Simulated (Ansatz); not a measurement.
**Nudged elastic band of CH8OSi (part 2 of 2)**

The same run, continued: CH8OSi; RKS LDA/6-31G* (Ansatz 0.2.0). It belongs to a series of runs on one base structure; here: band between the two ends.

Geometry of the input (Å):
```
Si 0.2300  -0.2773  0.2397
C  0.3253  -0.0092  2.0795
H  0.5941  -0.9410  2.6089
H  1.0700  0.7650  2.3376
H  -0.6796  0.3209  2.4044
H  1.5387  -0.7325  -0.3491
H  -0.1563  0.9813  -0.4939
H  -0.7891  -1.3295  -0.1215
O  -2.6188  0.6031  1.1554
H  -2.3746  1.2261  0.4406
H  -2.7042  -0.2551  0.6908
```

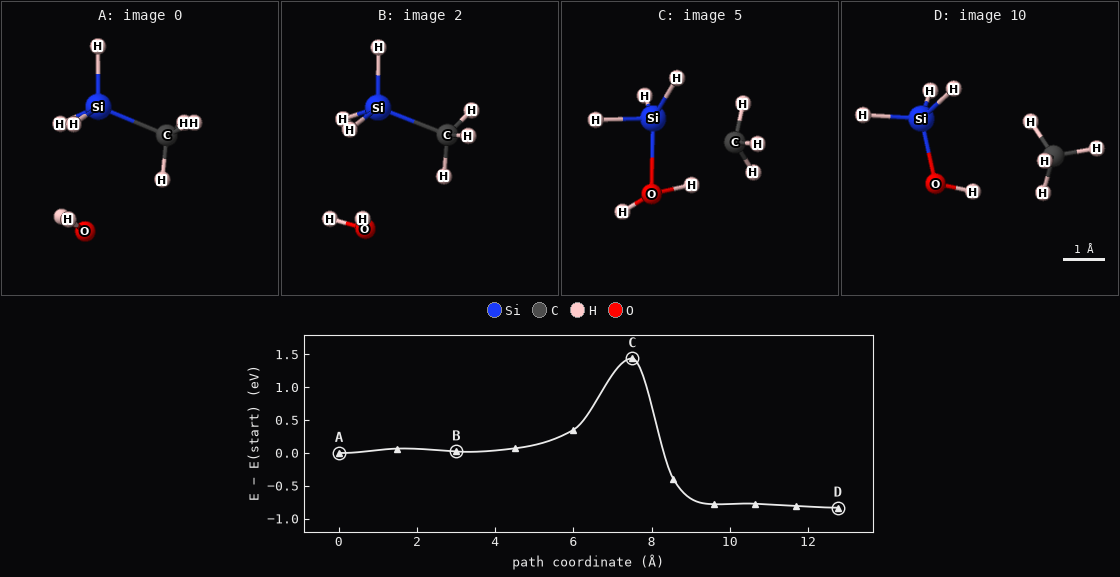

Figure 1. Images of the last band (counted from 0; ball-and-stick, seen at a tilt) above the energy along the path; the line is a cubic interpolation that uses the forces. The highest image is number 5, 1.439 eV above the start and 2.272 eV above the end (the climbing image); the end lies 0.833 eV below the start. The path is 12.76 Å long. The band converged in 36 iterations.

```
Total energy: -11031.25403128 eV, -405.3911083972 hartree
Atom 0 at    -0.239766     0.010128     0.030101 Å, force     0.003583    -0.010559    -0.007326 eV/Å
Atom 1 at    -0.047357    -0.103136     2.184872 Å, force    -0.010388    -0.004005     0.002338 eV/Å
Atom 2 at    -0.716863    -0.443403     3.009719 Å, force     0.001622    -0.001848    -0.003537 eV/Å
Atom 3 at     0.701366    -0.909689     2.103875 Å, force     0.003308     0.002143     0.000956 eV/Å
Atom 4 at     0.459909     0.810045     2.541284 Å, force     0.000888     0.001361     0.000339 eV/Å
Atom 5 at     1.170254     0.546907     0.023658 Å, force    -0.002355     0.001720     0.001794 eV/Å
Atom 6 at    -0.691124     0.469595    -1.355232 Å, force     0.000980    -0.001276    -0.000516 eV/Å
Atom 7 at    -0.292807    -1.485791    -0.114326 Å, force     0.001692    -0.000546    -0.000607 eV/Å
Atom 8 at    -1.841383     0.757087     0.686088 Å, force    -0.011130     0.023118     0.000244 eV/Å
Atom 9 at    -2.679964     0.424598     0.286094 Å, force     0.003748    -0.007316     0.001712 eV/Å
Atom 10 at    -1.386764     0.275658     1.596169 Å, force     0.008052    -0.002792     0.004604 eV/Å
Dipole moment:    -0.460099    -0.099617     0.237020 e Å
this run last wrote the band of iteration 36 to [file]
```

## The last band as extended XYZ (Å, eV, eV/Å)
```
11
Properties=species:S:1:pos:R:3:forces:R:3 image=0 energy=-11032.69319
Si    0.2300   -0.2773    0.2397   -0.0103  -0.0096  -0.0050
C     0.3253   -0.0092    2.0795   -0.0010  -0.0001   0.0255
H     0.5941   -0.9410    2.6089   -0.0039   0.0237  -0.0105
H     1.0700    0.7650    2.3376   -0.0217  -0.0181  -0.0046
H    -0.6796    0.3209    2.4044    0.0288  -0.0057  -0.0084
H     1.5387   -0.7325   -0.3491   -0.0013   0.0006   0.0012
H    -0.1563    0.9813   -0.4939   -0.0009   0.0022   0.0006
H    -0.7891   -1.3295   -0.1215    0.0096   0.0049   0.0010
O    -2.6188    0.6031    1.1554   -0.0046  -0.0080  -0.0006
H    -2.3746    1.2261    0.4406    0.0003  -0.0124  -0.0003
H    -2.7042   -0.2551    0.6908    0.0050   0.0225   0.0012
11
Properties=species:S:1:pos:R:3:forces:R:3 image=1 energy=-11032.62665
Si    0.1684   -0.1798    0.2403   -0.0019   0.0026  -0.0024
C     0.3370    0.0705    2.0877   -0.0002  -0.0025   0.0013
H    -0.1742   -0.7433    2.6292    0.0082  -0.0062   0.0016
H     1.3948    0.0929    2.4007    0.0002   0.0089  -0.0013
H    -0.1554    1.0093    2.3881   -0.0090  -0.0046   0.0011
H     1.5188   -0.5016   -0.3549    0.0009  -0.0041   0.0002
H    -0.2994    1.0405   -0.5087    0.0032  -0.0007   0.0006
H    -0.7039   -1.3432   -0.1549   -0.0032   0.0004  -0.0002
O    -2.4320    0.3587    1.1366    0.0015   0.0034   0.0009
H    -2.5133    1.0244    0.4236   -0.0003   0.0016  -0.0039
H    -2.7052   -0.4764    0.7047    0.0007   0.0011   0.0020
11
Properties=species:S:1:pos:R:3:forces:R:3 image=2 energy=-11032.67091
Si    0.2121   -0.1997    0.2187   -0.0008   0.0093   0.0015
C     0.3672    0.1519    2.0439    0.0004   0.0019  -0.0021
H    -0.6072   -0.0677    2.5133   -0.0138   0.0195  -0.0042
H     1.1565   -0.4631    2.5095   -0.0129  -0.0224   0.0036
H     0.6117    1.2139    2.2224    0.0275   0.0001  -0.0021
H     1.5623   -0.2663   -0.4466    0.0036   0.0084  -0.0005
H    -0.5476    0.8798   -0.5131   -0.0010   0.0007   0.0002
H    -0.4724   -1.5090   -0.0610    0.0047   0.0002  -0.0024
O    -2.6273    0.1181    1.2305   -0.0023   0.0046  -0.0094
H    -2.4065    0.9698    0.8000   -0.0104  -0.0229  -0.0060
H    -2.8134   -0.4757    0.4747    0.0052   0.0007   0.0213
11
Properties=species:S:1:pos:R:3:forces:R:3 image=3 energy=-11032.62342
Si    0.1917   -0.0944    0.1939    0.0083   0.0056   0.0062
C     0.3442    0.0842    2.0491    0.0171   0.0149   0.0090
H    -0.6455    0.0659    2.5326    0.0010   0.0337  -0.0056
H     0.9720   -0.7260    2.4603    0.0014   0.0010   0.0110
H     0.8196    1.0464    2.3083    0.0327   0.0054  -0.0138
H     1.5795   -0.2951   -0.3659    0.0025  -0.0279  -0.0144
H    -0.3746    1.0840   -0.5406    0.0150   0.0221   0.0258
H    -0.5784   -1.3318   -0.1918   -0.0236   0.0144   0.0034
O    -2.4750    0.4888    1.0497   -0.0162  -0.0357   0.0122
H    -2.8220    0.4625    0.1353    0.0083   0.0281  -0.0178
H    -2.5760   -0.4325    1.3614   -0.0467  -0.0616  -0.0160
11
Properties=species:S:1:pos:R:3:forces:R:3 image=4 energy=-11032.34087
Si    0.1300   -0.1088    0.1234    0.1131  -0.0467   0.0301
C     0.1482   -0.0467    2.0203    0.0557   0.0049  -0.0694
H    -0.7323   -0.4216    2.5824   -0.0057   0.0185  -0.1445
H     0.9653   -0.7441    2.2833    0.0756   0.0496   0.0594
H     0.4156    0.9430    2.4282   -0.0124   0.0425  -0.0441
H     1.5932    0.0222   -0.2025    0.1314  -0.1746  -0.0685
H    -0.5423    0.8200   -0.8361    0.0706   0.1233   0.1720
H    -0.3105   -1.5035   -0.2371   -0.0052  -0.0075  -0.0398
O    -2.3234    0.8361    0.8417   -0.1584   0.0460   0.0679
H    -2.9075    0.2142    0.3656   -0.0643  -0.0712   0.0321
H    -2.0008    0.3410    1.6231   -0.2004   0.0152   0.0048
11
Properties=species:S:1:pos:R:3:forces:R:3 image=5 energy=-11031.25400
Si   -0.2398    0.0101    0.0301    0.0036  -0.0106  -0.0073
C    -0.0474   -0.1031    2.1849   -0.0104  -0.0040   0.0023
H    -0.7169   -0.4434    3.0097    0.0016  -0.0018  -0.0035
H     0.7014   -0.9097    2.1039    0.0033   0.0021   0.0010
H     0.4599    0.8100    2.5413    0.0009   0.0014   0.0003
H     1.1703    0.5469    0.0237   -0.0024   0.0017   0.0018
H    -0.6911    0.4696   -1.3552    0.0010  -0.0013  -0.0005
H    -0.2928   -1.4858   -0.1143    0.0017  -0.0005  -0.0006
O    -1.8414    0.7571    0.6861   -0.0111   0.0231   0.0002
H    -2.6800    0.4246    0.2861    0.0037  -0.0073   0.0017
H    -1.3868    0.2757    1.5962    0.0081  -0.0028   0.0046
11
Properties=species:S:1:pos:R:3:forces:R:3 image=6 energy=-11033.08534
Si   -0.4158    0.0751   -0.3019   -0.2440   0.0837  -0.3615
C    -0.1279   -0.1109    2.4968   -0.0925  -0.0281   0.3525
H    -0.5796   -0.5039    3.4146    0.1845  -0.0653   0.4401
H     0.5790   -0.8559    2.0950   -0.1406   0.0036  -0.0389
H     0.4065    0.8329    2.6880    0.0078  -0.0168   0.1466
H     0.8814    0.7001    0.1295   -0.3192   0.1093   0.0837
H    -0.5783    0.3782   -1.7477    0.0920  -0.0866  -0.4283
H    -0.2938   -1.4170   -0.1290   -0.0821   0.0693  -0.0291
O    -1.7909    0.7617    0.3992    0.1099   0.0473  -0.3151
H    -2.6384    0.3798    0.0985    0.0360   0.0364  -0.1553
H    -1.0067    0.1120    1.8493    0.4482  -0.1528   0.3051
11
Properties=species:S:1:pos:R:3:forces:R:3 image=7 energy=-11033.47343
Si   -0.4551    0.0911   -0.6049   -0.0278   0.0214   0.0061
C    -0.1160   -0.0928    2.8219    0.0198   0.0026  -0.0017
H    -0.5146   -0.5149    3.7586   -0.0051   0.0007   0.0009
H     0.4524   -0.8715    2.2853   -0.0059   0.0010   0.0013
H     0.5551    0.7504    3.0530   -0.0028  -0.0046   0.0027
H     0.6793    0.8867   -0.0452    0.0036   0.0062   0.0004
H    -0.4875    0.2495   -2.1031    0.0072  -0.0038  -0.0013
H    -0.2362   -1.3711   -0.3143   -0.0046   0.0019   0.0024
O    -1.8322    0.7017    0.1059    0.0062  -0.0460  -0.0329
H    -2.6641    0.2586   -0.1504    0.0139   0.0224   0.0189
H    -0.9456    0.2643    2.1855   -0.0045  -0.0017   0.0031
11
Properties=species:S:1:pos:R:3:forces:R:3 image=8 energy=-11033.46622
Si   -0.4323    0.0377   -0.6857   -0.0001   0.0023  -0.0013
C    -0.2052   -0.0085    2.7755   -0.0004   0.0022  -0.0012
H    -0.7362   -0.3586    3.6751   -0.0113   0.0058  -0.0068
H     0.2429   -0.8686    2.2505   -0.0075   0.0008  -0.0045
H     0.5911    0.6962    3.0628    0.0018  -0.0057   0.0027
H     0.6969    0.7666   -0.0085   -0.0010  -0.0039  -0.0003
H    -0.3612    0.3044   -2.1569    0.0016   0.0066  -0.0026
H    -0.2377   -1.4353   -0.4303    0.0011  -0.0005  -0.0070
O    -1.9339    0.5614   -0.2002   -0.0016  -0.0123  -0.0093
H    -2.2835    0.1402    0.6074    0.0152  -0.0049   0.0313
H    -0.9054    0.5167    2.1027    0.0021   0.0097  -0.0013
11
Properties=species:S:1:pos:R:3:forces:R:3 image=9 energy=-11033.49909
Si   -0.3976   -0.0627   -0.7218    0.0067  -0.0017  -0.0050
C    -0.3097    0.0885    2.7510   -0.0035   0.0007   0.0034
H    -1.1505   -0.2695    3.3678   -0.0110   0.0015  -0.0133
H     0.0736   -0.7358    2.1245   -0.0034   0.0039  -0.0056
H     0.4997    0.4380    3.4115   -0.0009  -0.0093   0.0111
H     0.7478    0.7512   -0.1765   -0.0006   0.0011  -0.0072
H    -0.5129    0.1842   -2.1928   -0.0075  -0.0015  -0.0013
H    -0.0600   -1.5129   -0.4808    0.0062  -0.0015  -0.0030
O    -1.8671    0.3665   -0.0812   -0.0036  -0.0068   0.0155
H    -1.9617    0.1689    0.8722    0.0093  -0.0007   0.0052
H    -0.6262    0.9355    2.1184    0.0083   0.0144   0.0002
11
Properties=species:S:1:pos:R:3:forces:R:3 image=10 energy=-11033.52620
Si   -0.4002   -0.0960   -0.7455    0.0009   0.0032   0.0060
C    -0.3506    0.0985    2.7431    0.0024   0.0000  -0.0005
H    -1.3755   -0.2827    2.9002    0.0004  -0.0004  -0.0006
H     0.2132   -0.5970    2.0977   -0.0012   0.0012   0.0010
H     0.1463    0.1618    3.7245   -0.0009  -0.0011   0.0003
H     0.7116    0.8857   -0.4705    0.0004  -0.0009  -0.0015
H    -0.7173   -0.0771   -2.2075   -0.0024  -0.0015  -0.0024
H     0.1221   -1.4623   -0.3742   -0.0003   0.0003   0.0000
O    -1.8133    0.2933    0.0270   -0.0002  -0.0017  -0.0044
H    -1.7382    0.3208    1.0031    0.0018   0.0012   0.0003
H    -0.3627    1.1069    2.2944   -0.0009  -0.0004   0.0018
```

## Results in brief

| quantity | value |
| --- | --- |
| outcome | converged |
| barrier, forward | 1.439 eV |
| barrier, backward | 2.272 eV |
| hardware | 1 thread of Intel Xeon @ 2.60GHz (Ice Lake), 24 GiB of memory available, shared host |
| wall time | 5.6 min |
| peak memory | 0.14 GiB |

## Remarks

The order of the saddle point was not checked.
